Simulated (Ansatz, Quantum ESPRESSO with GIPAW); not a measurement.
**Solid-state NMR of Al2O3 (Corundum) by GIPAW**

Aim: the magnetic shielding tensor of every site in Al2O3 (Corundum) and the field gradients at its nuclei.

Solid-state NMR of this phase has given these values. 27Al quadrupolar coupling 2.38 MHz and 27Al asymmetry η_Q 0, in “\it Ab initio 27Al NMR chemical shifts and quadrupolar parameters for Al2O3 phases and their precursors” (2011; arXiv:1110.0231), quoting earlier work. 27Al quadrupolar coupling 2.4 MHz, in “NMR spectroscopy of electroceramics – Applications to lead-free perovskite oxides” (Groszewicz, Open Ceramics 5, 100083, 2021), quoting earlier work. 17O quadrupolar coupling 2.17 MHz, in “Synthesis and multinuclear magnetic resonance studies of some nitrogen-containing ceramic phases” (Leach, Durham University PhD thesis, 1990), quoting earlier work. Signs of C_Q are not measured.

Main program and level: Quantum ESPRESSO with GIPAW 8.0dev (patched build); DFT, PBE, plane-wave PAW (pslibrary 1.0.0 recipes), scalar-relativistic, GIPAW; a patched development version of the program.

This is a report of a sequence of runs, with most program output left out.

### Step 1. The structure

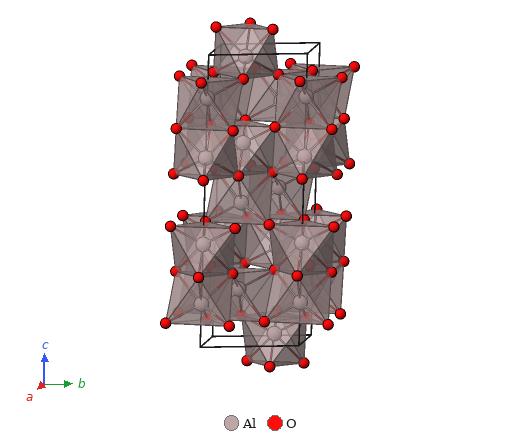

The cell as given, slightly off an axis (aluminium light grey, oxygen red). This picture shows the conventional cell, with its axes. Some periodic images of atoms are drawn too.

The cell is an entry of the Crystallography Open Database.

### Step 2. Self-consistent run

GIPAW is a response on top of the ground state, so the wavefunctions come first. Their errors pass straight into the induced current, hence the tight threshold. No empty states are asked for: the response is solved without them. The mesh has a spacing of 0.40 Å⁻¹ at most. The PAW files were made with ld1.x from the pslibrary 1.0.0 recipes, with GIPAW reconstruction switched on.

scf.in reads:

```
&control
  calculation = 'scf'
  prefix = 'x'
  outdir = './tmp/'
  pseudo_dir = './'
/
&system
  ibrav = 0
  nat = 10
  ntyp = 2
  ecutwfc = 55
  ecutrho = 330
  nbnd = 24
/
&electrons
  conv_thr = 1.0d-10
  mixing_beta = 0.7
  electron_maxstep = 100
/
ATOMIC_SPECIES
  Al 26.982 Al.pbe-n-kjpaw_psl.1.0.0-gipaw.UPF
  O 15.999 O.pbe-n-kjpaw_psl.1.0.0-gipaw.UPF
CELL_PARAMETERS angstrom
  2.38025000 1.37423798 4.33186667
  -2.38025000 1.37423798 4.33186667
  0.00000000 -2.74847596 4.33186667
ATOMIC_POSITIONS crystal
  Al 0.85216000 0.85216000 0.85216000
  Al 0.64784000 0.64784000 0.64784000
  Al 0.14784000 0.14784000 0.14784000
  Al 0.35216000 0.35216000 0.35216000
  O 0.05668000 0.75000000 0.44332000
  O 0.75000000 0.44332000 0.05668000
  O 0.44332000 0.05668000 0.75000000
  O 0.94332000 0.25000000 0.55668000
  O 0.25000000 0.55668000 0.94332000
  O 0.55668000 0.94332000 0.25000000
K_POINTS automatic
  4 4 4 0 0 0
```

Run with:

```
$ mpirun -np 4 pw.x -nk 4 -in scf.in > scf.out
```

Wall time 73 s (4 MPI ranks of Intel Xeon at 2.60GHz (Ice Lake), shared host); peak memory 0.62 GiB; 4.8 min of CPU time.

It converged in 36 cycles to an estimated accuracy of 3e-11 Ry, on 13 irreducible k-points.

### Step 3. GIPAW: job nmr

The job finds the current that a weak uniform field induces (applied as a long wave, q_gipaw) and the field that this current makes at each nucleus. On atoms with p or d valence electrons much of the paramagnetic part arises close to the nucleus, where the PAW partial waves rebuild the true states. pawproj makes the reconstruction use the PAW data sets' own projectors.

nmr.in reads:

```
&inputgipaw
  job = 'nmr'
  prefix = 'x'
  tmp_dir = './tmp/'
  restart_mode = 'from_scratch'
  verbosity = 'low'
  q_gipaw = 0.01
  spline_ps = .true.
  conv_threshold = 1.0d-11
  use_nmr_macroscopic_shape = .false.
  pawproj(1) = .true.
  pawproj(2) = .true.
/
```

Run with:

```
$ mpirun -np 4 gipaw.x -in nmr.in > nmr.out
```

Elapsed: 3.3 min, on 4 MPI ranks; peak memory 0.38 GiB.

The f-sum rule is met to 0.0071 of 46.1 (0.02 %). Converged shieldings require that this miss be small, but a small miss does not prove them. gipaw.x warns that with these symmetry operations the susceptibility and the shape term are unreliable; the other terms are not touched.

From the symmetric part of each tensor, with principal values σ11 ≤ σ22 ≤ σ33: σ_iso is their mean, the span is σ33 − σ11 and the skew 3(σ_iso − σ22)/span. (gipaw.x prints an anisotropy in another convention.)

| site | atom no. | atoms in cell | σ_iso (ppm) | span (ppm) | skew |
| --- | --- | --- | --- | --- | --- |
| Al | 1 | 4 | 533.1 | 12.0 | -1.00 |
| O | 5 | 6 | 168.3 | 7.4 | -0.35 |

The macroscopic shape term is switched off. For a spherical sample the valence susceptibility of this run would add about 10 ppm to every site, a rough estimate, since the susceptibility converges slowly and lacks part of the PAW terms, above all in hexagonal and trigonal cells. Differences within the crystal don't depend on it, but shieldings of different compounds can't be compared to better than a few ppm without it.

An axis of order three or more runs through Al, so two principal values coincide and the skew is ±1. In this run the largest span is that of Al (site symmetry 3), with principal values 525.1, 537.1 and 537.1 ppm.

How the isotropic values are made up (ppm). The core part is that of the free atom's core; bare is the current of the smooth valence states; the last two are what the PAW spheres add to the diamagnetic and the paramagnetic current:

| site | core | bare | reconstruction, dia | reconstruction, para |
| --- | --- | --- | --- | --- |
| Al | 766.8 | -20.2 | 2.2 | -215.7 |
| O | 271.1 | 45.3 | 18.1 | -166.1 |

### Step 4. Electric field gradients

27Al and 17O have a quadrupole moment, which couples to the field gradient and broadens the lines. The gradient is a property of the ground-state density and needs no response; it is taken from a second code that counts the whole PAW charge. C_Q = eQV_zz/h, with Q = 0.1466 barn for 27Al, -0.02558 barn for 17O.

This step: DFT, PBE, plane-wave PAW, default files (PAW set soft_2), scalar-relativistic, field gradients (Ansatz 0.2.0), on the same atoms.

input.yaml reads:

```yaml
crystal:
  lattice:
    - [2.38025, 1.3742379782, 4.3318666667]
    - [-2.38025, 1.3742379782, 4.3318666667]
    - [0.0, -2.7484759565, 4.3318666667]
  atoms:
    - { symbol: Al, position: [0.85216, 0.85216, 0.85216] }
    - { symbol: Al, position: [0.64784, 0.64784, 0.64784] }
    - { symbol: Al, position: [0.14784, 0.14784, 0.14784] }
    - { symbol: Al, position: [0.35216, 0.35216, 0.35216] }
    - { symbol: O, position: [0.05668, 0.75, 0.44332] }
    - { symbol: O, position: [0.75, 0.44332, 0.05668] }
    - { symbol: O, position: [0.44332, 0.05668, 0.75] }
    - { symbol: O, position: [0.94332, 0.25, 0.55668] }
    - { symbol: O, position: [0.25, 0.55668, 0.94332] }
    - { symbol: O, position: [0.55668, 0.94332, 0.25] }
kpoints:
  mp_grid: { grid: [4, 4, 4] }
scf:
  occupations: { method: fixed }
hamiltonian:
  xc: pbe
  pseudopotentials: { kind: paw, frozen_core: stored }
output:
  forces: false
  stress: false
  efg: { quadrupole_moments_barn: { Al: 0.1466, O: -0.02558 } }
```

Run with:

```
$ ansatz run input.yaml --threads 4 --pin off --max-ram 8192MiB --backend cpu --events-out ev --progress --plain --runs-dir out
```

Elapsed: 0.5 s, on 4 threads; peak memory 0.38 GiB; 1.4 s of CPU time.

Among nuclei of half-integer spin the second-order effect is largest for 17O on O (spin 5/2, C_Q 2.47 MHz): at 9.4 T it moves the centre of gravity of the MAS line by -14 ppm from δ_iso, and by a quarter of that at twice the field, by δ_Q = −(3/40)(C_Q/ν0)²(1 + η²/3)[I(I+1) − 3/4]/[I²(2I−1)²] × 10⁶ ppm with ν0 = 54.3 MHz.

### Step 5. Sites, surroundings and shifts

Covalently bonded atoms count as neighbours within 1.18 times the sum of their radii. Otherwise a cation's neighbours lie within 1.2 times its shortest bond (1.3 for large cations, each anion's radius taken off where they differ), and an anion's are the cations that count it.

| site | atom no. | atoms in cell | surroundings | bonds (Å) | σ_iso (ppm) | C_Q (MHz) | η_Q |
| --- | --- | --- | --- | --- | --- | --- | --- |
| Al | 1 | 4 | AlO6 | 1.85 to 1.97 | 533.1 | 2.10 | 0.00 |
| O | 5 | 6 | bound to Al4 | 1.85 to 1.97 | 168.3 | 2.47 | 0.51 |

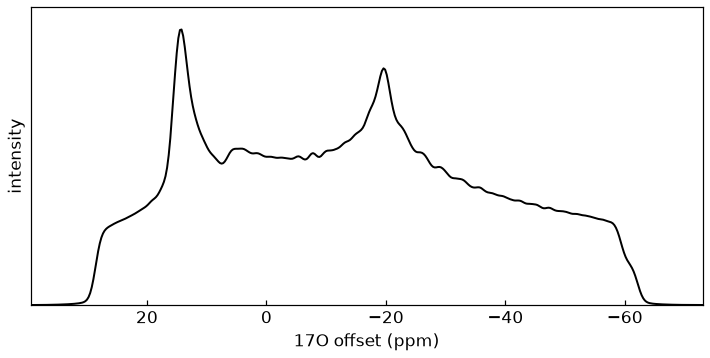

Simulated spectrum: 17O static powder, 9.4 T (54.3 MHz), central transition to second order, lines broadened by 1.8 ppm; the axis counts ppm from the isotropic position of O, as −Δσ; rigid lattice, with dipolar and J couplings and satellite transitions left out. Most prominent maxima (ppm: height): 14.2: 1.00, -19.6: 0.86.

### Step 6. Other settings and structures

Each row names what was changed: another mesh tests the sampling of the zone; another functional shows how far the paramagnetic term hangs on the exchange-correlation form; another cutoff tests the basis.

Changes of σ_iso (ppm) against the run above (PBE, cutoffs 55 and 330 Ry, mesh 4×4×4, 18 min). Times are CPU times of pw.x and gipaw.x together, on 4 MPI ranks of Intel Xeon at 2.60GHz (Ice Lake), shared host; on a shared host they are rough.

| run | CPU time | f-sum miss | Al | O |
| --- | --- | --- | --- | --- |
| mesh 5×5×5 | 25 min | 0.0032 | +0.1 | +0.7 |
| LDA | 16 min | 0.0072 | -12.4 | -15.1 |
| cutoffs 40 and 330 Ry (coarse on purpose) | 12 min | 0.044 | +0.1 | -0.3 |

The largest move is -15.1 ppm, on O, from LDA.

### Step 7. Against experiment

| quantity | site | measured | calculated | difference |
| --- | --- | --- | --- | --- |
| 27Al quadrupolar coupling (MHz) | Al | 2.38 | 2.10 | -0.28 |
| 27Al asymmetry η_Q () | Al | 0 | 0.00 | +0.00 |
| 27Al quadrupolar coupling (MHz) | Al | 2.4 | 2.10 | -0.30 |
| 17O quadrupolar coupling (MHz) | O | 2.17 | 2.47 | +0.30 |

### Step 8. Summary of results

* 27Al shielding without shape term: 533.1 ppm
* 27Al size of C_Q: 2.10 MHz
* 17O shielding without shape term: 168.3 ppm
* 17O size of C_Q: 2.47 MHz

27Al has one site (AlO6), with isotropic shielding 533.1 ppm (shape term left out) and C_Q 2.10 MHz. A shift needs a reference, δ = σ_ref − σ, fixed on measured compounds; for 27Al of this kind at this level too few were at hand, or they scattered too widely about a line, so none is given. The couplings are off by up to 13.9 %. The cause was not traced; the calculation is for static atoms, and field gradients are sensitive to small errors of the structure. Going to mesh 5×5×5 changes no isotropic shielding by more than 0.74 ppm, so the main run is converged in that respect. A higher cutoff was not carried through on these files. The cheaper run with cutoffs 40 and 330 Ry takes about 65 % of the time and is off by 0.067 ppm on Al, and by 0.31 ppm at most. The largest change with the functional is 15.1 ppm in absolute shielding; part of that drops out once each functional has its own reference line. In PBE checks against another PAW code, field gradients made this way came out (cores as stored) 4 to 9 % larger on O (three silicas and corundum) and 6 % smaller on Al (corundum alone). This build of gipaw.x prints that it is not audited and that its numbers are no references by themselves. It also reports spline_ps as false although the input sets it; why was not traced. pw.x warned of eigenvalues not converged in some cycles of 1 ground-state run, which then met the threshold.

[Logs are printed without paths, hosts, clocks, repeated set-up lines and the standing remarks that a program may print on its own settings, such as how far it seeks lower states.]

[Hosts, paths, dates, database ids (printed as entryN), source tags and the programs' standing remarks are cut or masked in the printed files.]

[Where no reference line passes its bar on scatter, no shift is given, so a measured shift of this compound may stand uncompared.]
